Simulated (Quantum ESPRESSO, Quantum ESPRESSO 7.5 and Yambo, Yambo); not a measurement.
# SrTiO3 (Tausonite): G0W0 with Yambo, start to end

How does a plane-wave GW calculation on SrTiO3 (Tausonite) run from the first input to the gap?

Main program and level: Quantum ESPRESSO 7.5 and Yambo 5.3.0; PBE and many-body steps on it, plane waves.

**Experimental background.**

- Gap 3.77 eV: direct gap (M0 critical point); spectroscopic ellipsometry, second-derivative fit; 300 K; bulk crystal (commercial single crystal) (“Optical probe of ferroelectric order in bulk and thin film perovskite titanates”, 2013, arxiv:1309.1245).

**1. The starting structure**

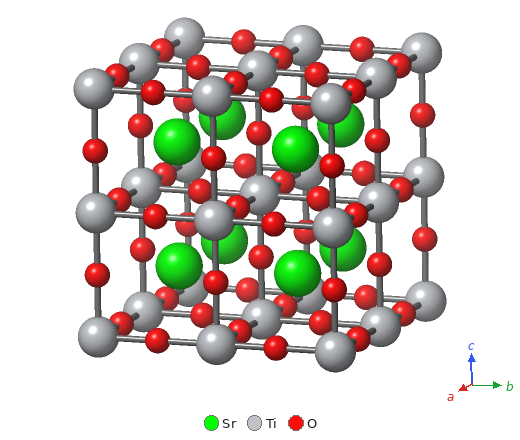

The starting structure, seen slightly off an axis (strontium green, titanium light grey, oxygen red). 2×2×2 cells are drawn. Some periodic images of atoms are drawn too.

Coordinates:

```cif
data_structure
_symmetry_space_group_name_H-M 'P 1'
_symmetry_Int_Tables_number 1
_cell_length_a 3.9053
_cell_length_b 3.9053
_cell_length_c 3.9053
_cell_angle_alpha 90.000
_cell_angle_beta 90.000
_cell_angle_gamma 90.000
_cell_volume 59.56
loop_
_atom_site_label
_atom_site_type_symbol
_atom_site_fract_x
_atom_site_fract_y
_atom_site_fract_z
_atom_site_occupancy
Sr1 Sr 0.50000 0.50000 0.50000 1
Ti2 Ti 0.00000 0.00000 0.00000 1
O3 O 0.50000 0.00000 0.00000 1
O4 O 0.00000 0.50000 0.00000 1
O5 O 0.00000 0.00000 0.50000 1
```

The cell and positions come from the Crystallography Open Database and are kept as given unless a step says otherwise.

**2. Ground state**

This step: Quantum ESPRESSO 7.5; DFT, PBE, plane waves, norm-conserving pseudopotentials.

The ground-state density comes first.

pw.in

```
&control
  calculation = 'scf'
  prefix = 'x'
  outdir = 'o'
  pseudo_dir = 'pseudo'
/
&system
  ibrav = 0
  nat = 5
  ntyp = 3
  ecutwfc = 76.0
  nbnd = 26
  force_symmorphic = .true.
/
&electrons
  conv_thr = 1e-10
  electron_maxstep = 80
  mixing_beta = 0.5
/
ATOMIC_SPECIES
  Sr 87.62 Sr.upf
  Ti 47.867 Ti.upf
  O 15.999 O.upf
CELL_PARAMETERS angstrom
  3.9052800000 0.0000000000 0.0000000000
  0.0000000000 3.9052800000 0.0000000000
  0.0000000000 0.0000000000 3.9052800000
ATOMIC_POSITIONS crystal
  Sr 0.5000000000 0.5000000000 0.5000000000
  Ti 0.0000000000 0.0000000000 0.0000000000
  O 0.5000000000 0.0000000000 0.0000000000
  O 0.0000000000 0.5000000000 0.0000000000
  O 0.0000000000 0.0000000000 0.5000000000
K_POINTS automatic
  6 6 6 0 0 0
```

Run with:

```sh
$ OMP_NUM_THREADS=1 mpirun -n 4 pw.x -nk 4 -in pw.in > pw.out
```

Log:

```text
Program PWSCF v.7.5 starts

     This program is part of the open-source Quantum ESPRESSO suite
     for quantum simulation of materials; please cite
         "P. Giannozzi et al., J. Phys.:Condens. Matter 21 395502 (2009);
         "P. Giannozzi et al., J. Phys.:Condens. Matter 29 465901 (2017);
         "P. Giannozzi et al., J. Chem. Phys. 152 154105 (2020);
     in publications or presentations arising from this work. More details at
     Message from routine setup:
     using ibrav=0 with symmetry is DISCOURAGED, use correct ibrav instead

     G-vector sticks info

     bravais-lattice index     =            0
     lattice parameter (alat)  =       7.3799  a.u.
     unit-cell volume          =     401.9325 (a.u.)^3
     number of atoms/cell      =            5
     number of atomic types    =            3
     number of electrons       =        40.00
     number of Kohn-Sham states=           26
     kinetic-energy cutoff     =      76.0000  Ry
     charge density cutoff     =     304.0000  Ry
     scf convergence threshold =      1.0E-10
     mixing beta               =       0.5000
     number of iterations used =            8  plain     mixing
     Exchange-correlation= PBE
                           (   1   4   3   4   0   0   0)

     celldm(1)=   7.379910  celldm(2)=   0.000000  celldm(3)=   0.000000
     celldm(4)=   0.000000  celldm(5)=   0.000000  celldm(6)=   0.000000

     crystal axes: (cart. coord. in units of alat)
               a(1) = (   1.000000   0.000000   0.000000 )
               a(2) = (   0.000000   1.000000   0.000000 )
               a(3) = (   0.000000   0.000000   1.000000 )

     reciprocal axes: (cart. coord. in units 2 pi/alat)
               b(1) = (  1.000000  0.000000  0.000000 )
               b(2) = (  0.000000  1.000000  0.000000 )
               b(3) = (  0.000000  0.000000  1.000000 )
     Pseudo is Norm-conserving + core correction, Zval = 10.0
     Generated using ONCVPSP code by D. R. Hamann
     Using radial grid of 1834 points,  6 beta functions with:
     Pseudo is Norm-conserving + core correction, Zval = 12.0
     Generated using ONCVPSP code by D. R. Hamann
     Using radial grid of 1586 points,  6 beta functions with:
     Pseudo is Norm-conserving + core correction, Zval =  6.0
     Generated using ONCVPSP code by D. R. Hamann
     Using radial grid of  936 points,  5 beta functions with:
     Sr               10.00    87.62000     Sr( 1.00)
     Ti               12.00    47.86700     Ti( 1.00)
     O                 6.00    15.99900     O ( 1.00)

     48 Sym. Ops., with inversion, found

   Cartesian axes

     site n.     atom                  positions (alat units)
         1        Sr     tau(   1) = (   0.5000000   0.5000000   0.5000000  )
         2        Ti     tau(   2) = (   0.0000000   0.0000000   0.0000000  )
         3        O      tau(   3) = (   0.5000000   0.0000000   0.0000000  )
         4        O      tau(   4) = (   0.0000000   0.5000000   0.0000000  )
         5        O      tau(   5) = (   0.0000000   0.0000000   0.5000000  )

     number of k points=    20
                       cart. coord. in units 2pi/alat
        k(    1) = (   0.0000000   0.0000000   0.0000000), wk =   0.0092593
        k(    2) = (   0.0000000   0.0000000   0.1666667), wk =   0.0555556
        k(    3) = (   0.0000000   0.0000000   0.3333333), wk =   0.0555556
        k(    4) = (   0.0000000   0.0000000  -0.5000000), wk =   0.0277778
        k(    5) = (   0.0000000   0.1666667   0.1666667), wk =   0.1111111
        k(    6) = (   0.0000000   0.1666667   0.3333333), wk =   0.2222222
        k(    7) = (   0.0000000   0.1666667  -0.5000000), wk =   0.1111111
        k(    8) = (   0.0000000   0.3333333   0.3333333), wk =   0.1111111
        k(    9) = (   0.0000000   0.3333333  -0.5000000), wk =   0.1111111
        k(   10) = (   0.0000000  -0.5000000  -0.5000000), wk =   0.0277778
     [... 8 further rows ...]
        k(   19) = (   0.3333333  -0.5000000  -0.5000000), wk =   0.0555556
        k(   20) = (  -0.5000000  -0.5000000  -0.5000000), wk =   0.0092593

     Dense  grid:    36041 G-vectors     FFT dimensions: (  45,  45,  45)

     Initial potential from superposition of free atoms

     starting charge      39.9901, renormalised to      40.0000
     Starting wfcs are   27 randomized atomic wfcs

     per-process dynamical memory:    37.5 Mb

     Self-consistent Calculation

     iteration #  1     ecut=    76.00 Ry     beta= 0.50

     total energy              =    -286.34907618 Ry
     estimated scf accuracy    <       1.82256532 Ry

     iteration #  2     ecut=    76.00 Ry     beta= 0.50

     total energy              =    -286.17705873 Ry
     estimated scf accuracy    <       4.23967324 Ry

     iteration #  3     ecut=    76.00 Ry     beta= 0.50

     total energy              =    -287.08882050 Ry
     estimated scf accuracy    <       0.24573359 Ry

     iteration #  4     ecut=    76.00 Ry     beta= 0.50

     total energy              =    -287.05739207 Ry
     estimated scf accuracy    <       0.08460359 Ry

     iteration #  5     ecut=    76.00 Ry     beta= 0.50

     total energy              =    -287.08113355 Ry
     estimated scf accuracy    <       0.01740189 Ry

     iteration #  6     ecut=    76.00 Ry     beta= 0.50

     total energy              =    -287.08120972 Ry
     estimated scf accuracy    <       0.00230544 Ry

     iteration #  7     ecut=    76.00 Ry     beta= 0.50

     total energy              =    -287.08179541 Ry
     estimated scf accuracy    <       0.00013899 Ry

     iteration #  8     ecut=    76.00 Ry     beta= 0.50

     total energy              =    -287.08179121 Ry
     estimated scf accuracy    <       0.00003260 Ry

     iteration #  9     ecut=    76.00 Ry     beta= 0.50

     total energy              =    -287.08179759 Ry
     estimated scf accuracy    <       0.00000017 Ry

     iteration # 10     ecut=    76.00 Ry     beta= 0.50

     total energy              =    -287.08179769 Ry
     estimated scf accuracy    <       0.00000005 Ry

     iteration # 11     ecut=    76.00 Ry     beta= 0.50

     total energy              =    -287.08179770 Ry
     estimated scf accuracy    <          2.1E-09 Ry

     iteration # 12     ecut=    76.00 Ry     beta= 0.50

     total energy              =    -287.08179770 Ry
     estimated scf accuracy    <          6.0E-10 Ry

     iteration # 13     ecut=    76.00 Ry     beta= 0.50

     total energy              =    -287.08179770 Ry
     estimated scf accuracy    <          1.3E-10 Ry

     iteration # 14     ecut=    76.00 Ry     beta= 0.50

     End of self-consistent calculation

          k = 0.0000 0.0000 0.0000 (  4457 PWs)   bands (ev):

   -46.3526 -22.6721 -22.6270 -22.6270 -22.6270  -7.3121  -6.3299  -6.3299
    -4.6610  -4.6610  -4.6610   7.2355   7.2355   7.2355   8.8811   8.8811
     8.8811   9.6917   9.6917   9.6917  11.9546  11.9546  11.9546  14.4349
    14.4349  15.5056

          k = 0.0000 0.0000 0.1667 (  4525 PWs)   bands (ev):

   -46.3523 -22.7135 -22.6263 -22.6263 -22.5975  -7.3308  -6.3234  -6.3201
    -4.6493  -4.6493  -4.4854   6.8839   7.2187   7.2187   8.5465   8.5465
     8.6549   8.9454   9.5443   9.5443  11.9947  12.5241  12.5241  14.4403
    15.1720  15.9448

          k = 0.0000 0.0000 0.3333 (  4500 PWs)   bands (ev):

   -46.3515 -22.7663 -22.6248 -22.6248 -22.5679  -7.4554  -6.3002  -6.1422
    -4.6257  -4.6257  -4.1970   6.1332   7.2026   7.2026   7.9492   7.9766
     7.9766   8.2598   9.3794   9.3794  12.0782  13.4535  13.4535  14.4470
    16.2106  16.9464

          k = 0.0000 0.0000-0.5000 (  4484 PWs)   bands (ev):

     [... further k-points ...]

     highest occupied, lowest unoccupied level (ev):    10.0469   11.9546

!    total energy              =    -287.08179770 Ry
     estimated scf accuracy    <          6.0E-12 Ry

     The total energy is the sum of the following terms:
     one-electron contribution =     -75.45083833 Ry
     hartree contribution      =      60.40589909 Ry
     xc contribution           =     -59.54529961 Ry
     ewald contribution        =    -212.49155884 Ry

     convergence has been achieved in  14 iterations

     XML data file, charge density, pseudopotentials, collected wavefunctions

=------------------------------------------------------------------------------=
   JOB DONE.
=------------------------------------------------------------------------------=
```

The job ended after 15 s (4 MPI ranks of Intel Xeon 6975P-C (Granite Rapids), shared host; peak memory 0.35 GiB; 61 s of CPU time).

Numbers from this step:

- total energy: -3905.9468 eV
- gap: 1.908 eV
- k of the valence top: -0.5, -0.5, -0.5
- k of the conduction bottom: 0, 0, 0
- least direct gap: 2.263 eV

The gap is indirect, with the least direct gap 0.36 eV higher.

**3. Bands along the symmetry lines**

The cheap functional maps the bands first; the places of the edges decide which points the dearer methods must see.

pw.in

```
&control
  calculation = 'bands'
  prefix = 'x'
  outdir = 'o'
  pseudo_dir = 'pseudo'
/
&system
  ibrav = 0
  nat = 5
  ntyp = 3
  ecutwfc = 76.0
  nbnd = 26
  force_symmorphic = .true.
/
&electrons
  conv_thr = 1e-9
  electron_maxstep = 80
  diago_full_acc = .true.
  diago_thr_init = 5e-6
/
ATOMIC_SPECIES
  Sr 87.62 Sr.upf
  Ti 47.867 Ti.upf
  O 15.999 O.upf
CELL_PARAMETERS angstrom
  3.9052800000 0.0000000000 0.0000000000
  0.0000000000 3.9052800000 0.0000000000
  0.0000000000 0.0000000000 3.9052800000
ATOMIC_POSITIONS crystal
  Sr 0.5000000000 0.5000000000 0.5000000000
  Ti 0.0000000000 0.0000000000 0.0000000000
  O 0.5000000000 0.0000000000 0.0000000000
  O 0.0000000000 0.5000000000 0.0000000000
  O 0.0000000000 0.0000000000 0.5000000000
K_POINTS crystal
  50
  0.00000000 0.00000000 0.00000000 1
  0.00000000 0.06250000 0.00000000 1
  0.00000000 0.12500000 0.00000000 1
  0.00000000 0.18750000 0.00000000 1
  0.00000000 0.25000000 0.00000000 1
  0.00000000 0.31250000 0.00000000 1
  0.00000000 0.37500000 0.00000000 1
  0.00000000 0.43750000 0.00000000 1
  0.00000000 0.50000000 0.00000000 1
  0.06250000 0.50000000 0.00000000 1
  0.12500000 0.50000000 0.00000000 1
  0.18750000 0.50000000 0.00000000 1
  0.25000000 0.50000000 0.00000000 1
  0.31250000 0.50000000 0.00000000 1
  0.37500000 0.50000000 0.00000000 1
  0.43750000 0.50000000 0.00000000 1
  0.50000000 0.50000000 0.00000000 1
  0.43750000 0.43750000 0.00000000 1
  0.37500000 0.37500000 0.00000000 1
  0.31250000 0.31250000 0.00000000 1
  0.25000000 0.25000000 0.00000000 1
  0.18750000 0.18750000 0.00000000 1
  0.12500000 0.12500000 0.00000000 1
  0.06250000 0.06250000 0.00000000 1
  0.00000000 0.00000000 0.00000000 1
  0.06250000 0.06250000 0.06250000 1
  0.12500000 0.12500000 0.12500000 1
  0.18750000 0.18750000 0.18750000 1
  0.25000000 0.25000000 0.25000000 1
  0.31250000 0.31250000 0.31250000 1
  0.37500000 0.37500000 0.37500000 1
  0.43750000 0.43750000 0.43750000 1
  0.50000000 0.50000000 0.50000000 1
  0.43750000 0.50000000 0.43750000 1
  0.37500000 0.50000000 0.37500000 1
  0.31250000 0.50000000 0.31250000 1
  0.25000000 0.50000000 0.25000000 1
  0.18750000 0.50000000 0.18750000 1
  0.12500000 0.50000000 0.12500000 1
  0.06250000 0.50000000 0.06250000 1
  0.00000000 0.50000000 0.00000000 1
  0.50000000 0.50000000 0.50000000 1
  0.50000000 0.50000000 0.43750000 1
  0.50000000 0.50000000 0.37500000 1
  0.50000000 0.50000000 0.31250000 1
  0.50000000 0.50000000 0.25000000 1
  0.50000000 0.50000000 0.18750000 1
  0.50000000 0.50000000 0.12500000 1
  0.50000000 0.50000000 0.06250000 1
  0.50000000 0.50000000 0.00000000 1
```

Log:

```text
[banner, memory and clock lines left out]
Program PWSCF v.7.5 starts

     Atomic positions and unit cell read from directory:
     o/x.save/

     Message from routine setup:
     using ibrav=0 with symmetry is DISCOURAGED, use correct ibrav instead

     G-vector sticks info

     bravais-lattice index     =            0
     lattice parameter (alat)  =       7.3799  a.u.
     unit-cell volume          =     401.9325 (a.u.)^3
     number of atoms/cell      =            5
     number of atomic types    =            3
     number of electrons       =        40.00
     number of Kohn-Sham states=           26
     kinetic-energy cutoff     =      76.0000  Ry
     charge density cutoff     =     304.0000  Ry
     Exchange-correlation= PBE
                           (   1   4   3   4   0   0   0)

     celldm(1)=   7.379910  celldm(2)=   0.000000  celldm(3)=   0.000000
     celldm(4)=   0.000000  celldm(5)=   0.000000  celldm(6)=   0.000000

     crystal axes: (cart. coord. in units of alat)
               a(1) = (   1.000000   0.000000   0.000000 )
               a(2) = (   0.000000   1.000000   0.000000 )
               a(3) = (   0.000000   0.000000   1.000000 )

     reciprocal axes: (cart. coord. in units 2 pi/alat)
               b(1) = (  1.000000  0.000000  0.000000 )
               b(2) = (  0.000000  1.000000  0.000000 )
               b(3) = (  0.000000  0.000000  1.000000 )
     Pseudo is Norm-conserving + core correction, Zval = 10.0
     Generated using ONCVPSP code by D. R. Hamann
     Using radial grid of 1834 points,  6 beta functions with:
     Pseudo is Norm-conserving + core correction, Zval = 12.0
     Generated using ONCVPSP code by D. R. Hamann
     Using radial grid of 1586 points,  6 beta functions with:
     Pseudo is Norm-conserving + core correction, Zval =  6.0
     Generated using ONCVPSP code by D. R. Hamann
     Using radial grid of  936 points,  5 beta functions with:
     Sr               10.00    87.62000     Sr( 1.00)
     Ti               12.00    47.86700     Ti( 1.00)
     O                 6.00    15.99900     O ( 1.00)

     48 Sym. Ops., with inversion, found

   Cartesian axes

     site n.     atom                  positions (alat units)
         1        Sr     tau(   1) = (   0.5000000   0.5000000   0.5000000  )
         2        Ti     tau(   2) = (   0.0000000   0.0000000   0.0000000  )
         3        O      tau(   3) = (   0.5000000   0.0000000   0.0000000  )
         4        O      tau(   4) = (   0.0000000   0.5000000   0.0000000  )
         5        O      tau(   5) = (   0.0000000   0.0000000   0.5000000  )

     number of k points=    50
                       cart. coord. in units 2pi/alat
        k(    1) = (   0.0000000   0.0000000   0.0000000), wk =   0.0400000
        k(    2) = (   0.0000000   0.0625000   0.0000000), wk =   0.0400000
        k(    3) = (   0.0000000   0.1250000   0.0000000), wk =   0.0400000
[...]
[... 38 further rows ...]
        k(   49) = (   0.5000000   0.5000000   0.0625000), wk =   0.0400000
        k(   50) = (   0.5000000   0.5000000   0.0000000), wk =   0.0400000

     Dense  grid:    36041 G-vectors     FFT dimensions: (  45,  45,  45)

     The potential is recalculated from file :
     o/x.save/charge-density

     Starting wfcs are   27 randomized atomic wfcs

     Band Structure Calculation

     End of band structure calculation

          k = 0.0000 0.0000 0.0000 (  4457 PWs)   bands (ev):

   -46.3527 -22.6721 -22.6271 -22.6271 -22.6271  -7.3121  -6.3299  -6.3299
    -4.6610  -4.6610  -4.6610   7.2355   7.2355   7.2355   8.8811   8.8811
     8.8811   9.6918   9.6918   9.6918  11.9546  11.9546  11.9546  14.4348
    14.4349  15.5056

          k = 0.0000 0.0625 0.0000 (  4485 PWs)   bands (ev):

[...]
14.5651  15.5703

          k = 0.0000 0.1250 0.0000 (  4509 PWs)   bands (ev):

[...]
14.8962  15.7606

[...]
k = 0.5000 0.5000 0.0625 (  4496 PWs)   bands (ev):

[...]
17.9539  18.3910

          k = 0.5000 0.5000 0.0000 (  4500 PWs)   bands (ev):

[...]
-4.5566  -4.2411  -4.2411   5.4282   5.5333   5.8694   7.2143   7.2143
     8.3223   8.4929   8.4929   9.9609  13.8855  13.8855  14.3484  15.4144
    17.9846  18.3561

     XML data file, pseudopotentials, collected wavefunctions
```

Wall time 10 s (4 MPI ranks); peak memory 0.29 GiB.

Numbers from this step:

```
gap                        : 1.908 eV
k of the valence top       : 0.5, 0.5, 0.5
k of the conduction bottom : 0, 0, 0
least direct gap           : 2.263 eV
```

The gap is 1.908 eV, as in the run before at this level.

The electronic bands at the labelled points (eV, zero at the top of the highest filled band):

```tsv
point	band 17	band 18	band 19	band 20	band 21	band 22	band 23	band 24
Γ	-1.17	-0.36	-0.36	-0.36	1.91	1.91	1.91	4.39
X	-2.34	-1.96	-0.73	-0.73	2.07	3.83	3.83	4.40
M	-1.72	-1.55	-1.55	-0.09	3.84	3.84	4.30	5.37
Γ	-1.17	-0.36	-0.36	-0.36	1.91	1.91	1.91	4.39
R	-3.71	0.00	0.00	0.00	4.52	4.52	4.52	7.00
X	-2.34	-1.96	-0.73	-0.73	2.07	3.83	3.83	4.40
jump to R	-3.71	0.00	0.00	0.00	4.52	4.52	4.52	7.00
M	-1.72	-1.55	-1.55	-0.09	3.84	3.84	4.30	5.37
```

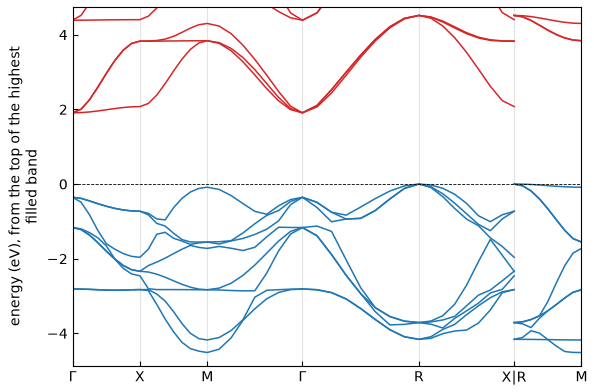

Electronic bands along the path; lines of filled and empty bands in two colours.

(Continued in part 2 of 3.)

[Paths, hosts, dates, memory and timing lines, banners, echoed tables and standing remarks are left out of the program output.]

[Logs are printed without paths, hosts, clocks, repeated set-up lines and the standing remarks that a program may print on its own settings, such as how far it seeks lower states.]

[Runs of the session that timed out or met a known fault of the program may be left out.]

[Hosts, paths, dates, database ids (printed as entryN), source tags and the programs' standing remarks are cut or masked in the printed files.]
